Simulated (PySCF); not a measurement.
# C2H10AlNO: NMR shifts at several levels of theory, part 2 of 2

PySCF 2.14.0. Atoms count from 0.

### Step 7. Nuclear shieldings: PBE0/cc-pVDZ

What the job is given:

```
{"job": {"kind": "nmr", "xc": "PBE0", "basis": "cc-pVDZ", "pop": true}, "charge": 0, "multiplicity": 1}
C     -2.254096    -0.558936    -0.671768
C     -1.457126    -0.301932     0.595914
O     -0.090528    -0.252897     0.371802
Al     0.996451     0.883284    -0.379099
N      2.623581     0.015606     0.510194
H     -3.333318    -0.626846    -0.460481
H     -2.100848     0.250978    -1.403890
H     -1.932229    -1.500048    -1.143942
H     -1.823840     0.634859     1.067811
H     -1.676020    -1.108391     1.323717
H      1.015516     2.369994     0.227718
H      1.345344     0.676877    -1.931019
H      3.488922     0.555552     0.491262
H      2.371259    -0.161844     1.484164
H      2.808728    -0.891586     0.079484
```

With the program's defaults for keys left out, this is: GIAO PBE0/cc-pVDZ NMR shielding, non-relativistic, gas phase.

Standard output:

```text
coarse grid: 12144 points
cycle   1  E = -454.2080717261  dE =  2.113e-01  |g| = 7.620e-01  |ddm| = 6.483e+00
cycle   2  E = -453.9717963305  dE =  2.363e-01  |g| = 1.321e+00  |ddm| = 2.885e+00
cycle   3  E = -454.3269979927  dE = -3.552e-01  |g| = 1.237e-01  |ddm| = 1.850e+00
cycle   4  E = -454.3298235893  dE = -2.826e-03  |g| = 5.395e-02  |ddm| = 2.706e-01
cycle   5  E = -454.3304918085  dE = -6.682e-04  |g| = 8.391e-03  |ddm| = 9.288e-02
cycle   6  E = -454.3305084337  dE = -1.663e-05  |g| = 2.556e-03  |ddm| = 1.717e-02
cycle   7  E = -454.3305098729  dE = -1.439e-06  |g| = 4.700e-04  |ddm| = 4.523e-03
final grid: 110232 points
cycle   8  E = -454.3385386145  dE = -1.671e-05  |g| = 9.324e-03  |ddm| = 4.685e-02
cycle   9  E = -454.3385237062  dE =  1.491e-05  |g| = 1.283e-02  |ddm| = 3.025e-02
cycle  10  E = -454.3385573410  dE = -3.363e-05  |g| = 1.262e-03  |ddm| = 1.707e-02
cycle  11  E = -454.3385576843  dE = -3.433e-07  |g| = 1.213e-04  |ddm| = 1.994e-03
cycle  12  E = -454.3385576873  dE = -2.927e-09  |g| = 4.406e-05  |ddm| = 3.046e-04
cycle  13  E = -454.3385576876  dE = -3.682e-10  |g| = 1.794e-05  |ddm| = 9.090e-05
converged SCF energy = -454.3385576876

GIAO shielding tensors (ppm)
atom      isotropic    diamagn.    paramagn.     s11        s22        s33       span
  0 C      171.943     246.652     -74.708    154.018    168.422    193.389     39.371
  1 C      137.440     240.119    -102.679    110.597    123.847    177.877     67.280
  2 O      283.838     393.157    -109.319    238.035    283.242    330.238     92.202
  3 Al     495.841     800.030    -304.189    458.285    508.649    520.590     62.305
  4 N      242.085     308.252     -66.168    233.629    239.213    253.412     19.783
  5 H       30.427      27.679       2.748     27.079     27.617     36.585      9.507
  6 H       30.373      31.159      -0.786     27.352     29.255     34.513      7.161
  7 H       30.057      30.321      -0.264     27.335     28.285     34.552      7.217
  8 H       27.362      30.024      -2.661     22.431     27.283     32.373      9.943
  9 H       27.594      29.426      -1.833     22.267     27.640     32.875     10.609
 10 H       27.039      30.850      -3.811     24.149     24.817     32.150      8.001
 11 H       27.025      31.165      -4.139     23.974     25.096     32.007      8.033
 12 H       29.901      27.500       2.401     24.495     24.840     40.368     15.872
 13 H       29.546      29.678      -0.132     23.790     26.930     37.918     14.128
 14 H       29.463      29.527      -0.064     24.004     26.026     38.360     14.356
```

Run time: 11 s. Hardware: 1 thread of Arm Neoverse V1, shared host; peak memory 0.68 GiB.

This run: δ C1 59.3, C0 24.8, O2 59.5, Al3 42.7, H10 4.26, H8 3.81 ppm (means over like atoms).

### Step 8. Shielding tensors: PBE0/cc-pVTZ

Same as in step 7 but for these lines:

```diff
@@ -1,2 +1,2 @@
-{"job": {"kind": "nmr", "xc": "PBE0", "basis": "cc-pVDZ", "pop": true}, "charge": 0, "multiplicity": 1}
+{"job": {"kind": "nmr", "xc": "PBE0", "basis": "cc-pVTZ", "pop": true}, "charge": 0, "multiplicity": 1}
 C     -2.254096    -0.558936    -0.671768
```

With the program's defaults for keys left out, this is: GIAO PBE0/cc-pVTZ NMR shielding, non-relativistic, gas phase.

Standard output:

```text
coarse grid: 12144 points
cycle   1  E = -454.3021863681  dE =  1.574e-01  |g| = 8.116e-01  |ddm| = 7.130e+00
cycle   2  E = -454.0230409953  dE =  2.791e-01  |g| = 1.443e+00  |ddm| = 3.148e+00
cycle   3  E = -454.4288258513  dE = -4.058e-01  |g| = 1.423e-01  |ddm| = 2.184e+00
cycle   4  E = -454.4322502726  dE = -3.424e-03  |g| = 6.362e-02  |ddm| = 2.717e-01
cycle   5  E = -454.4331052158  dE = -8.549e-04  |g| = 1.027e-02  |ddm| = 1.021e-01
cycle   6  E = -454.4331270551  dE = -2.184e-05  |g| = 3.055e-03  |ddm| = 1.830e-02
cycle   7  E = -454.4331288603  dE = -1.805e-06  |g| = 7.478e-04  |ddm| = 5.264e-03
final grid: 110232 points
cycle   8  E = -454.4267835227  dE = -6.450e-05  |g| = 1.008e-02  |ddm| = 8.435e-02
cycle   9  E = -454.4267647242  dE =  1.880e-05  |g| = 1.435e-02  |ddm| = 3.060e-02
cycle  10  E = -454.4268025807  dE = -3.786e-05  |g| = 1.484e-03  |ddm| = 1.743e-02
cycle  11  E = -454.4268030029  dE = -4.222e-07  |g| = 2.592e-04  |ddm| = 2.357e-03
cycle  12  E = -454.4268030163  dE = -1.342e-08  |g| = 5.564e-05  |ddm| = 4.159e-04
cycle  13  E = -454.4268030169  dE = -5.193e-10  |g| = 2.383e-05  |ddm| = 1.094e-04
converged SCF energy = -454.4268030169

GIAO shielding tensors (ppm)
atom      isotropic    diamagn.    paramagn.     s11        s22        s33       span
  0 C      163.362     244.538     -81.176    145.572    159.437    185.077     39.505
  1 C      125.814     235.218    -109.404     98.432    111.191    167.819     69.387
  2 O      272.669     383.985    -111.315    225.362    272.889    319.758     94.396
  3 Al     445.435     804.191    -358.756    402.744    457.017    476.543     73.799
  4 N      233.666     288.269     -54.603    225.218    229.405    246.373     21.155
  5 H       30.264      29.005       1.259     26.857     27.362     36.574      9.717
  6 H       30.252      30.290      -0.037     27.235     29.029     34.492      7.257
  7 H       30.033      29.790       0.244     27.329     28.326     34.446      7.117
  8 H       27.302      29.494      -2.192     22.466     27.340     32.100      9.634
  9 H       27.576      29.198      -1.622     22.368     27.739     32.621     10.253
 10 H       27.038      30.382      -3.344     24.301     24.993     31.819      7.518
 11 H       27.046      30.793      -3.747     24.115     25.334     31.690      7.575
 12 H       29.727      27.803       1.924     24.248     24.642     40.292     16.044
 13 H       29.373      28.272       1.101     23.578     26.629     37.912     14.334
 14 H       29.323      28.567       0.756     23.778     25.804     38.388     14.611
```

Run time: 38 s. Hardware: 1 thread of Arm Neoverse V1, shared host; peak memory 1.1 GiB.

Key values: δ C1 61.5, C0 23.9, O2 62.2, Al3 47.2, H10 4.25, H8 3.85 ppm (means over like atoms).

### Step 9. NMR shieldings: PBE0/aug-cc-pVDZ

Same as in step 8 but for these lines:

```diff
@@ -1,2 +1,2 @@
-{"job": {"kind": "nmr", "xc": "PBE0", "basis": "cc-pVTZ", "pop": true}, "charge": 0, "multiplicity": 1}
+{"job": {"kind": "nmr", "xc": "PBE0", "basis": "aug-cc-pVDZ", "pop": true}, "charge": 0, "multiplicity": 1}
 C     -2.254096    -0.558936    -0.671768
```

With the program's defaults for keys left out, this is: GIAO PBE0/aug-cc-pVDZ NMR shielding, non-relativistic, gas phase.

Standard output:

```text
coarse grid: 12144 points
cycle   1  E = -454.2256624455  dE =  1.962e-01  |g| = 7.666e-01  |ddm| = 8.667e+00
cycle   2  E = -453.9257548532  dE =  2.999e-01  |g| = 1.423e+00  |ddm| = 3.084e+00
cycle   3  E = -454.3470334596  dE = -4.213e-01  |g| = 1.356e-01  |ddm| = 2.094e+00
cycle   4  E = -454.3503138000  dE = -3.280e-03  |g| = 6.236e-02  |ddm| = 3.319e-01
cycle   5  E = -454.3511995808  dE = -8.858e-04  |g| = 9.382e-03  |ddm| = 1.283e-01
cycle   6  E = -454.3512198888  dE = -2.031e-05  |g| = 2.966e-03  |ddm| = 2.320e-02
cycle   7  E = -454.3512218280  dE = -1.939e-06  |g| = 5.330e-04  |ddm| = 6.157e-03
final grid: 110232 points
cycle   8  E = -454.3592230434  dE = -2.127e-05  |g| = 9.383e-03  |ddm| = 1.317e-01
cycle   9  E = -454.3592065526  dE =  1.649e-05  |g| = 1.318e-02  |ddm| = 3.726e-02
cycle  10  E = -454.3592416998  dE = -3.515e-05  |g| = 1.391e-03  |ddm| = 1.910e-02
cycle  11  E = -454.3592421167  dE = -4.169e-07  |g| = 1.349e-04  |ddm| = 2.257e-03
cycle  12  E = -454.3592421203  dE = -3.652e-09  |g| = 4.907e-05  |ddm| = 4.464e-04
cycle  13  E = -454.3592421208  dE = -4.503e-10  |g| = 2.073e-05  |ddm| = 1.422e-04
converged SCF energy = -454.3592421208

GIAO shielding tensors (ppm)
atom      isotropic    diamagn.    paramagn.     s11        s22        s33       span
  0 C      171.620     203.999     -32.379    154.765    167.696    192.399     37.634
  1 C      135.151     204.859     -69.708    108.148    120.547    176.757     68.609
  2 O      279.081     383.479    -104.398    238.519    275.725    322.999     84.480
  3 Al     491.404     797.276    -305.873    457.780    500.681    515.750     57.970
  4 N      243.433     280.106     -36.673    235.388    240.419    254.494     19.105
  5 H       30.285      28.895       1.390     26.922     27.409     36.524      9.602
  6 H       30.296      26.025       4.270     27.288     29.156     34.442      7.154
  7 H       30.084      25.924       4.160     27.440     28.374     34.437      6.997
  8 H       27.308      27.512      -0.205     22.445     27.322     32.156      9.712
  9 H       27.562      28.364      -0.802     22.367     27.714     32.606     10.238
 10 H       26.901      26.678       0.224     24.091     24.829     31.784      7.693
 11 H       26.884      26.480       0.403     23.832     25.125     31.694      7.862
 12 H       29.895      28.290       1.605     24.540     24.905     40.241     15.701
 13 H       29.493      28.426       1.067     23.823     26.833     37.824     14.001
 14 H       29.454      28.656       0.798     24.094     26.002     38.264     14.170
```

Run time: 31 s. Hardware: 1 thread of Arm Neoverse V1, shared host; peak memory 0.96 GiB.

This run: δ C1 60.0, C0 23.5, O2 56.8, Al3 49.7, H10 4.50, H8 3.96 ppm (means over like atoms).

### Step 10. Nuclear shieldings: PBE0/IGLO-III

Same as in step 9 but for these lines:

```diff
@@ -1,2 +1,2 @@
-{"job": {"kind": "nmr", "xc": "PBE0", "basis": "aug-cc-pVDZ", "pop": true}, "charge": 0, "multiplicity": 1}
+{"job": {"kind": "nmr", "xc": "PBE0", "basis": "IGLO-III", "pop": true}, "charge": 0, "multiplicity": 1}
 C     -2.254096    -0.558936    -0.671768
```

Level: GIAO PBE0/IGLO-III NMR shielding, non-relativistic, gas phase.

Standard output:

```text
coarse grid: 12144 points
cycle   1  E = -454.3066194295  dE =  1.458e-01  |g| = 8.192e-01  |ddm| = 2.336e+00
cycle   2  E = -454.0069027829  dE =  2.997e-01  |g| = 1.479e+00  |ddm| = 2.469e+00
cycle   3  E = -454.4338534764  dE = -4.270e-01  |g| = 1.489e-01  |ddm| = 2.102e+00
cycle   4  E = -454.4374733657  dE = -3.620e-03  |g| = 6.786e-02  |ddm| = 9.734e-02
cycle   5  E = -454.4384371874  dE = -9.638e-04  |g| = 1.120e-02  |ddm| = 3.493e-02
cycle   6  E = -454.4384611739  dE = -2.399e-05  |g| = 3.186e-03  |ddm| = 7.447e-03
cycle   7  E = -454.4384630928  dE = -1.919e-06  |g| = 8.814e-04  |ddm| = 1.875e-03
final grid: 110232 points
cycle   8  E = -454.4390319959  dE = -8.289e-05  |g| = 9.439e-03  |ddm| = 4.988e-02
cycle   9  E = -454.4390172288  dE =  1.477e-05  |g| = 1.295e-02  |ddm| = 1.002e-02
cycle  10  E = -454.4390484075  dE = -3.118e-05  |g| = 1.493e-03  |ddm| = 6.065e-03
cycle  11  E = -454.4390487929  dE = -3.854e-07  |g| = 4.087e-04  |ddm| = 1.231e-03
cycle  12  E = -454.4390488261  dE = -3.323e-08  |g| = 6.407e-05  |ddm| = 2.646e-04
cycle  13  E = -454.4390488267  dE = -5.938e-10  |g| = 2.658e-05  |ddm| = 3.852e-05
converged SCF energy = -454.4390488267

GIAO shielding tensors (ppm)
atom      isotropic    diamagn.    paramagn.     s11        s22        s33       span
  0 C      159.312     246.811     -87.499    140.816    155.314    181.807     40.991
  1 C      120.668     246.639    -125.971     92.315    105.520    164.168     71.852
  2 O      268.474     390.680    -122.205    225.181    267.410    312.832     87.651
  3 Al     445.636     804.844    -359.208    395.981    459.203    481.723     85.742
  4 N      231.277     314.353     -83.076    222.816    227.214    243.800     20.984
  5 H       30.357      27.424       2.932     26.944     27.496     36.630      9.685
  6 H       30.316      30.434      -0.119     27.258     29.137     34.552      7.294
  7 H       30.102      29.794       0.308     27.354     28.437     34.515      7.161
  8 H       27.329      30.456      -3.128     22.478     27.410     32.098      9.620
  9 H       27.637      29.885      -2.248     22.459     27.843     32.610     10.151
 10 H       27.050      30.286      -3.235     24.336     25.032     31.783      7.446
 11 H       27.058      30.547      -3.489     24.122     25.380     31.672      7.550
 12 H       29.857      25.894       3.964     24.465     24.845     40.261     15.796
 13 H       29.497      29.582      -0.086     23.764     26.799     37.927     14.164
 14 H       29.463      29.021       0.441     24.023     25.976     38.389     14.367
```

It took 42 s on 1 thread of Arm Neoverse V1, shared host; peak memory 1 GiB.

Key values: δ C1 63.1, C0 24.5, O2 58.7, Al3 39.3, H10 4.32, H8 3.89 ppm (means over like atoms).

### Step 11. Nuclear shieldings: PBE0/pcSseg-0

Same as in step 10 but for these lines:

```diff
@@ -1,2 +1,2 @@
-{"job": {"kind": "nmr", "xc": "PBE0", "basis": "IGLO-III", "pop": true}, "charge": 0, "multiplicity": 1}
+{"job": {"kind": "nmr", "xc": "PBE0", "basis": "pcSseg-0", "pop": true}, "charge": 0, "multiplicity": 1}
 C     -2.254096    -0.558936    -0.671768
```

With the program's defaults for keys left out, this is: GIAO PBE0/pcSseg-0 NMR shielding, non-relativistic, gas phase.

Standard output:

```text
coarse grid: 12144 points
cycle   1  E = -453.4728745332  dE =  1.089e-01  |g| = 7.148e-01  |ddm| = 3.351e+00
cycle   2  E = -453.2665705119  dE =  2.063e-01  |g| = 1.243e+00  |ddm| = 2.691e+00
cycle   3  E = -453.5730405665  dE = -3.065e-01  |g| = 9.705e-02  |ddm| = 2.031e+00
cycle   4  E = -453.5747349110  dE = -1.694e-03  |g| = 4.916e-02  |ddm| = 1.606e-01
cycle   5  E = -453.5752863702  dE = -5.515e-04  |g| = 5.015e-03  |ddm| = 4.468e-02
cycle   6  E = -453.5752926811  dE = -6.311e-06  |g| = 2.107e-03  |ddm| = 7.884e-03
final grid: 110232 points
cycle   7  E = -453.5767054791  dE = -1.520e-05  |g| = 6.482e-03  |ddm| = 1.739e-02
cycle   8  E = -453.5767007541  dE =  4.725e-06  |g| = 8.207e-03  |ddm| = 1.167e-02
cycle   9  E = -453.5767143623  dE = -1.361e-05  |g| = 5.921e-04  |ddm| = 6.441e-03
cycle  10  E = -453.5767144322  dE = -6.991e-08  |g| = 1.136e-04  |ddm| = 8.803e-04
cycle  11  E = -453.5767144343  dE = -2.106e-09  |g| = 5.073e-05  |ddm| = 1.749e-04
cycle  12  E = -453.5767144348  dE = -5.211e-10  |g| = 6.431e-06  |ddm| = 4.560e-05
converged SCF energy = -453.5767144348

GIAO shielding tensors (ppm)
atom      isotropic    diamagn.    paramagn.     s11        s22        s33       span
  0 C      166.806     248.843     -82.037    147.095    162.940    190.383     43.288
  1 C      131.101     235.976    -104.875    102.100    116.079    175.124     73.024
  2 O      298.712     403.331    -104.619    218.203    311.079    366.855    148.651
  3 Al     438.873     793.590    -354.717    393.226    450.909    472.485     79.260
  4 N      238.619     318.608     -79.990    227.670    233.188    254.998     27.328
  5 H       31.776      29.551       2.225     27.986     28.942     38.400     10.414
  6 H       31.617      29.189       2.428     28.304     30.769     35.779      7.475
  7 H       31.103      28.925       2.178     27.813     29.467     36.030      8.216
  8 H       28.788      28.872      -0.084     23.528     28.686     34.151     10.623
  9 H       28.628      28.880      -0.252     22.960     28.451     34.472     11.512
 10 H       27.694      30.201      -2.507     24.636     25.699     32.748      8.111
 11 H       27.670      30.304      -2.635     24.585     25.827     32.597      8.012
 12 H       31.559      29.075       2.484     26.181     26.445     42.051     15.870
 13 H       31.290      29.463       1.826     25.522     28.720     39.626     14.104
 14 H       31.134      29.611       1.524     25.693     27.725     39.985     14.292
```

It took 6.4 s on 1 thread of Arm Neoverse V1, shared host; peak memory 0.45 GiB.

In short: δ C1 62.4, C0 26.7, O2 39.1, Al3 37.0, H10 5.15, H8 4.12 ppm (means over like atoms).

### Step 12. Nuclear shieldings: PBE0/pcSseg-2

Same as in step 11 but for these lines:

```diff
@@ -1,2 +1,2 @@
-{"job": {"kind": "nmr", "xc": "PBE0", "basis": "pcSseg-0", "pop": true}, "charge": 0, "multiplicity": 1}
+{"job": {"kind": "nmr", "xc": "PBE0", "basis": "pcSseg-2", "pop": true}, "charge": 0, "multiplicity": 1}
 C     -2.254096    -0.558936    -0.671768
```

Level: GIAO PBE0/pcSseg-2 NMR shielding, non-relativistic, gas phase.

Standard output:

```text
coarse grid: 12144 points
cycle   1  E = -454.3055589043  dE =  1.476e-01  |g| = 8.152e-01  |ddm| = 2.445e+00
cycle   2  E = -454.0083093223  dE =  2.972e-01  |g| = 1.463e+00  |ddm| = 2.211e+00
cycle   3  E = -454.4331373579  dE = -4.248e-01  |g| = 1.485e-01  |ddm| = 1.838e+00
cycle   4  E = -454.4368374010  dE = -3.700e-03  |g| = 6.534e-02  |ddm| = 1.124e-01
cycle   5  E = -454.4377554241  dE = -9.180e-04  |g| = 1.106e-02  |ddm| = 3.931e-02
cycle   6  E = -454.4377798007  dE = -2.438e-05  |g| = 3.113e-03  |ddm| = 8.219e-03
cycle   7  E = -454.4377817013  dE = -1.901e-06  |g| = 8.070e-04  |ddm| = 2.046e-03
final grid: 110232 points
cycle   8  E = -454.4399565553  dE = -8.142e-05  |g| = 9.168e-03  |ddm| = 2.898e-02
cycle   9  E = -454.4399418576  dE =  1.470e-05  |g| = 1.282e-02  |ddm| = 1.048e-02
cycle  10  E = -454.4399730938  dE = -3.124e-05  |g| = 1.366e-03  |ddm| = 6.459e-03
cycle  11  E = -454.4399734454  dE = -3.516e-07  |g| = 3.117e-04  |ddm| = 1.181e-03
cycle  12  E = -454.4399734640  dE = -1.854e-08  |g| = 6.314e-05  |ddm| = 2.234e-04
cycle  13  E = -454.4399734646  dE = -5.966e-10  |g| = 2.231e-05  |ddm| = 4.195e-05
converged SCF energy = -454.4399734646

GIAO shielding tensors (ppm)
atom      isotropic    diamagn.    paramagn.     s11        s22        s33       span
  0 C      159.192     241.196     -82.004    140.572    155.254    181.750     41.178
  1 C      120.156     234.805    -114.649     91.668    104.861    163.938     72.270
  2 O      269.454     400.393    -130.939    225.741    268.530    314.091     88.350
  3 Al     441.856     794.706    -352.850    394.425    454.250    476.894     82.469
  4 N      230.860     309.337     -78.477    222.433    226.853    243.293     20.860
  5 H       30.206      27.810       2.396     26.759     27.286     36.574      9.816
  6 H       30.197      30.206      -0.009     27.133     28.980     34.476      7.342
  7 H       29.956      29.825       0.131     27.185     28.232     34.452      7.267
  8 H       27.248      29.553      -2.305     22.388     27.325     32.030      9.641
  9 H       27.478      29.266      -1.788     22.274     27.606     32.554     10.280
 10 H       27.017      29.872      -2.855     24.346     25.036     31.668      7.322
 11 H       27.013      30.133      -3.120     24.140     25.349     31.550      7.411
 12 H       29.634      27.327       2.307     24.082     24.494     40.325     16.243
 13 H       29.247      30.733      -1.486     23.391     26.422     37.929     14.538
 14 H       29.196      30.291      -1.095     23.588     25.630     38.371     14.783
```

Wall time 51 s (1 thread of Arm Neoverse V1, shared host); peak memory 1.2 GiB.

Key values: δ C1 64.0, C0 24.9, O2 58.7, Al3 43.4, H10 4.23, H8 3.88 ppm (means over like atoms).

### Step 13. Run by run: NMR shifts

Shifts (ppm) of some atoms, chosen among heavy atoms and hydrogens apart, means over like atoms, with basis size and wall time:

```csv
run,C1,C0,H10,H12,O2,Al3,N4,functions,time
PBE0/6-31G*,58.0,24.0,4.80,1.34,38.7,46.9,20.3,94,8.4 s
"PBE0/6-311+G(2d,p)",60.8,23.5,4.47,1.59,55.4,47.3,28.4,203,22 s
PBE0/def2-SVP,57.4,23.0,4.19,1.70,55.4,33.3,30.2,124,10 s
PBE0/def2-TZVP,62.0,24.2,4.46,1.62,62.6,43.7,33.0,221,25 s
PBE0/cc-pVDZ,59.3,24.8,4.26,1.65,59.5,42.7,31.0,124,11 s
PBE0/cc-pVTZ,61.5,23.9,4.25,1.82,62.2,47.2,33.1,294,38 s
PBE0/aug-cc-pVDZ,60.0,23.5,4.50,1.78,56.8,49.7,26.4,209,31 s
PBE0/IGLO-III,63.1,24.5,4.32,1.77,58.7,39.3,29.3,284,42 s
PBE0/pcSseg-0,62.4,26.7,5.15,1.50,39.1,37.0,27.4,69,6.4 s
PBE0/pcSseg-2,64.0,24.9,4.23,1.89,58.7,43.4,30.8,327,51 s
```

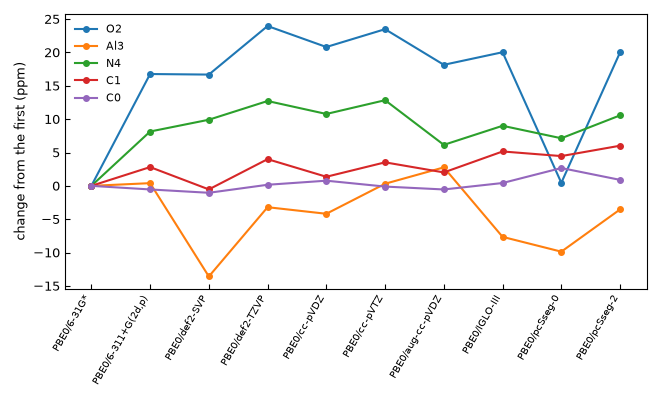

How five of the tabulated atoms move from run to run.

### Step 14. Outcome

This closing draws on all 2 parts.

```
                                                            quantity                       value
                                                         point group                          C1
                                rotational constants (main isotopes)        8.85, 1.75, 1.61 GHz
                                ¹³C shifts against TMS (PBE0/6-31G*)              58.0, 24.0 ppm
¹H shifts against TMS (PBE0/6-31G*, means over atoms taken as alike)  4.80, 3.85, 1.34, 1.05 ppm
                                ¹⁷O shifts against H2O (PBE0/6-31G*)                    38.7 ppm
                             ²⁷Al shifts against AlH4- (PBE0/6-31G*)                    46.9 ppm
                                ¹⁵N shifts against NH3 (PBE0/6-31G*)                    20.3 ppm
                                            range of the shift of O2            38.7 to 62.6 ppm
```

What this shows: Single values in the summary come from the first run of each kind that ended normally (PBE0/6-31G*), which need not be the best level. The optimisation took 17 steps and gained 0.239 eV; among the close pairs (by a distance rule), Al3–H11 changed most, from 1.537 to 1.604 Å. No frequency check was run at this level, so the end point may be a saddle. At PBE0/6-31G*: The widest tensor belongs to O2: span 92 ppm, with a paramagnetic part of -107 ppm. In ppm, O2 moves most: its shift spreads over 24.0 ppm, from 38.7 (PBE0/6-31G*) to 62.6 (PBE0/def2-TZVP). Part of that comes from the computed reference.
